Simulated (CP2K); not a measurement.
**CH8AlBOSi (SMILES BCO[SiH2][AlH2]) at MNDO**

Aim: the energy change on altering one bond length of CH8AlBOSi at MNDO, from 2 runs. 

The results are computed with CP2K 2026.2.

1 further run of the same task is left out (it didn't finish).

**1. The structure to begin with**

CH8AlBOSi: 13 atoms, total charge 0, spin state singlet. SMILES: `BCO[SiH2][AlH2]`. Geometry: a rough force-field guess. This is one conformer, not always the lowest.

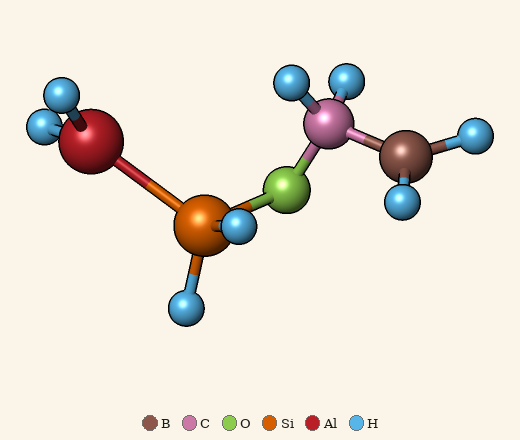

Viewed from a chosen angle; boron brown, carbon pink, oxygen green, silicon orange, aluminium red, hydrogen blue.

**2. The energy at MNDO**

Input file calc.inp:

```
&GLOBAL
 PROJECT calc
 RUN_TYPE ENERGY
 PRINT_LEVEL MEDIUM
&END GLOBAL

&FORCE_EVAL
 METHOD Quickstep
 &DFT
  &QS
   METHOD MNDO
   EPS_DEFAULT 1.0E-10
   &SE
    &COULOMB
     CUTOFF [angstrom] 50
     RC_RANGE [angstrom] 0
    &END COULOMB
    &EXCHANGE
     CUTOFF [angstrom] 50
     RC_RANGE [angstrom] 0
    &END EXCHANGE
   &END SE
  &END QS
  ! no periodic images
  &POISSON
   PERIODIC NONE
   POISSON_SOLVER ANALYTIC
  &END POISSON
  &SCF
   SCF_GUESS ATOMIC
   EPS_SCF 1.0E-07
   MAX_SCF 40
   &OT
    MINIMIZER DIIS
    PRECONDITIONER FULL_ALL
   &END OT
   &OUTER_SCF
    EPS_SCF 1.0E-07
    MAX_SCF 8
   &END OUTER_SCF
  &END SCF
  &PRINT
   &MOMENTS
    PERIODIC F
    REFERENCE COM
    MAX_MOMENT 1
   &END MOMENTS
   &MO_CUBES
    NLUMO 5
    NHOMO -1
    WRITE_CUBE F
   &END MO_CUBES
   &HIRSHFELD OFF
   &END HIRSHFELD
  &END PRINT
 &END DFT
 ! atoms, cell and kinds
 &SUBSYS
  &CELL
   ABC 16.9 13.8 13.7
   PERIODIC NONE
  &END CELL
  &COORD
   B      6.186200     8.043750     7.244750
   C      7.244100     7.164450     7.910550
   O      7.716500     6.231650     6.968150
   Si     9.264600     6.838350     6.214150
   Al    11.054400     6.457750     7.607750
   H      5.022900     8.077750     7.622250
   H      6.455200     8.809850     6.345850
   H      6.792000     6.621050     8.722850
   H      8.032700     7.814850     8.439250
   H      9.064200     8.265650     5.949650
   H      9.392900     6.103950     4.977150
   H     11.447700     4.990150     8.100450
   H     11.877100     7.730750     8.110550
  &END COORD
 &END SUBSYS
&END FORCE_EVAL
```

The run is started by

```bash
OMP_NUM_THREADS=1 cp2k.psmp -i calc.inp > calc.out 2>&1
```

The log of the run, shortened:

```text
CP2K| version string:                                       CP2K version 2026.2
[...]
 GLOBAL| Method name                                                        CP2K
[...]
 GLOBAL| Run type                                                         ENERGY
[...]
                             - Atoms:                                         13
[...]
                             - Spherical basis functions:                     28
[...]
 Number of electrons:                                                         28
[...]
     1 OT DIIS     0.15E+00    0.0     0.26873792       -23.2181475326 -2.32E+01
[...]
    11 OT DIIS     0.15E+00    0.0     0.00000004       -28.1915168439 -2.51E-12
  *** SCF run converged in    11 steps ***
  Core-core repulsion energy [eV]:                           1780.59377642670188
  Core Hamiltonian energy [eV]:                             -1159.91446957095695
  Two-electron integral energy [eV]:                        -2775.61898638571301
  Electronic energy [eV]:                                   -2547.72396276381369
  Total energy [eV]:                                         -767.13018633711181
  Atomic reference energy [eV]:                               767.35858444473342
  Heat of formation [kcal/mol]:                                 5.26698590282522
[...]
 SE_DIPOLE| Moment [Debye]         -1.41593193      -0.75159482       0.02384523
 SE_DIPOLE| Derivative [a.u.]       0.00000000       0.00000000       0.00000000
 *** WARNING in qs_scf_post_se.F:140 :: Printing of MO cube files not ***
 *** implemented for Semi-Empirical method.                           ***
 ENERGY| Total FORCE_EVAL ( QS ) energy [hartree]            -28.191516843869735
[...]
```

Wall time 0.52 s (1 thread of Arm Neoverse V2, shared host).

**3. The distorted shape at the same level**

Input file calc.inp:

```
&GLOBAL
    PROJECT calc
    RUN_TYPE ENERGY
    PRINT_LEVEL MEDIUM
&END GLOBAL

&FORCE_EVAL
    METHOD Quickstep
    &DFT
        CHARGE 0
        MULTIPLICITY 1
        # Quickstep
        &QS
            METHOD MNDO
            EPS_DEFAULT 1.0E-10
            &SE
                &COULOMB
                    CUTOFF [angstrom] 50
                    RC_RANGE [angstrom] 0
                &END COULOMB
                &EXCHANGE
                    CUTOFF [angstrom] 50
                    RC_RANGE [angstrom] 0
                &END EXCHANGE
            &END SE
        &END QS
        &POISSON
            PERIODIC NONE
            POISSON_SOLVER ANALYTIC
        &END POISSON
        # SCF settings
        &SCF
            SCF_GUESS ATOMIC
            EPS_SCF 1.0E-07
            MAX_SCF 40
            &OT ON
                MINIMIZER DIIS
                PRECONDITIONER FULL_ALL
            &END OT
            &OUTER_SCF
                EPS_SCF 1.0E-07
                MAX_SCF 8
            &END OUTER_SCF
        &END SCF
        &PRINT
            &MOMENTS
                PERIODIC F
                REFERENCE COM
                MAX_MOMENT 1
            &END MOMENTS
            &MO_CUBES
                NLUMO 5
                NHOMO -1
                WRITE_CUBE F
            &END MO_CUBES
            &HIRSHFELD OFF
            &END HIRSHFELD
        &END PRINT
    &END DFT
    &SUBSYS
        &CELL
            ABC [angstrom] 16.9 14 13.7
            PERIODIC NONE
        &END CELL
        &COORD
            B      6.186200     8.067134     7.244750
            C      7.244100     7.187834     7.910550
            O      7.716500     6.255034     6.968150
            Si     9.264600     6.861734     6.214150
            Al    11.054400     6.481134     7.607750
            H      5.022900     8.101134     7.622250
            H      6.509004     8.986466     6.166056
            H      6.792000     6.644434     8.722850
            H      8.032700     7.838234     8.439250
            H      9.064200     8.289034     5.949650
            H      9.392900     6.127334     4.977150
            H     11.447700     5.013534     8.100450
            H     11.877100     7.754134     8.110550
        &END COORD
    &END SUBSYS
&END FORCE_EVAL
```

The run is started by

```bash
OMP_NUM_THREADS=1 cp2k.psmp calc.inp > calc.out
```

The log of the run, shortened:

```text
CP2K| version string:                                       CP2K version 2026.2
[...]
 GLOBAL| Method name                                                        CP2K
[...]
 GLOBAL| Run type                                                         ENERGY
[...]
                             - Atoms:                                         13
[...]
                             - Spherical basis functions:                     28
[...]
 Number of electrons:                                                         28
[...]
     1 OT DIIS     0.15E+00    0.0     0.26435055       -23.2607303357 -2.33E+01
[...]
    11 OT DIIS     0.15E+00    0.0     0.00000003       -28.1600113459 -2.08E-12
  *** SCF run converged in    11 steps ***
  Core-core repulsion energy [eV]:                           1772.87224013499963
  Core Hamiltonian energy [eV]:                             -1158.28466393336453
  Two-electron integral energy [eV]:                        -2761.72090868024679
  Electronic energy [eV]:                                   -2539.14511827348770
  Total energy [eV]:                                         -766.27287813848818
  Atomic reference energy [eV]:                               767.35858444473342
  Heat of formation [kcal/mol]:                                25.03698419023723
[...]
 SE_DIPOLE| Moment [Debye]         -1.39286503      -0.62083323      -0.12632039
 SE_DIPOLE| Derivative [a.u.]       0.00000000       0.00000000       0.00000000
 *** WARNING in qs_scf_post_se.F:140 :: Printing of MO cube files not ***
 *** implemented for Semi-Empirical method.                           ***
 ENERGY| Total FORCE_EVAL ( QS ) energy [hartree]            -28.160011345908188
[...]
```

Wall time 0.52 s (1 thread of Arm Neoverse V2, shared host).

**4. Results**

Level: MNDO.

| quantity | value |
| --- | --- |
| first shape: total energy | -28.19152 Eh |
| first shape: dipole moment | 1.60 D |
| first shape: heat of formation | 5.3 kcal/mol |
| distorted shape: total energy | -28.16001 Eh |
| distorted shape: dipole moment | 1.53 D |
| distorted shape: heat of formation | 25.0 kcal/mol |
| energy change with the B1–H7 bond stretched from 1.211 to 1.454 Å | 0.857 eV |

**Reading.** With the B1–H7 bond stretched from 1.211 to 1.454 Å the energy rises by 0.86 eV (19.8 kcal/mol). The first shape isn't relaxed at this level, so the change isn't measured from a minimum.
